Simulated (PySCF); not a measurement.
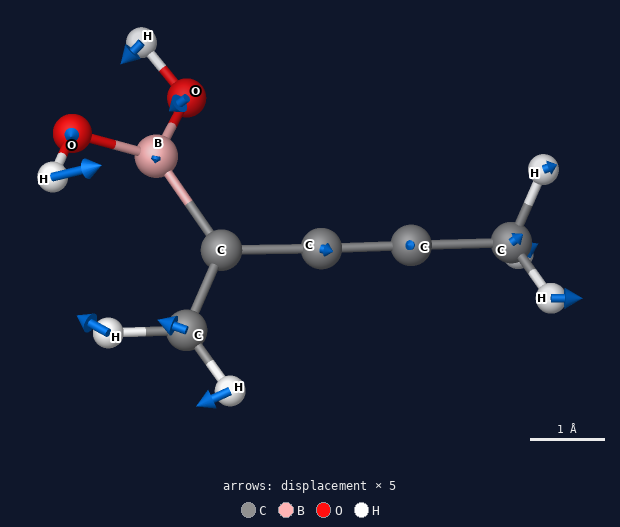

A relaxation of C$_{5}$H$_{7}$BO$_{2}$. The starting structure is drawn; blue arrows show the displacements, 5 times their true length. The two geometries are superimposed by the best rigid fit.

A ball-and-stick model, seen from a free direction.

The start comes from GFN2-xTB. Its atoms were then displaced at random by about 0.01 Å.

Method: PBE0-D3(BJ)/def2-SVP geometry optimisation, gas phase in PySCF. 

### What happened in the run?

The atom that moves furthest after the best rigid fit is an H atom (0.16 Å). By element the largest moves are H 0.16 Å, C 0.09 Å, O 0.07 Å, B 0.02 Å. Near-neighbour distances that change, for instance: C–H 1.040 → 1.094 Å, C–C 1.409 → 1.452 Å, C–C 1.256 → 1.216 Å, C–H 1.064 → 1.101 Å. Bond angles that change, for instance: C–C–B 124.4° → 120.1°, B–O–H 116.8° → 112.6°, C–C–C 118.4° → 121.4°. Over 7 geometry steps the energy falls by 0.301 eV.
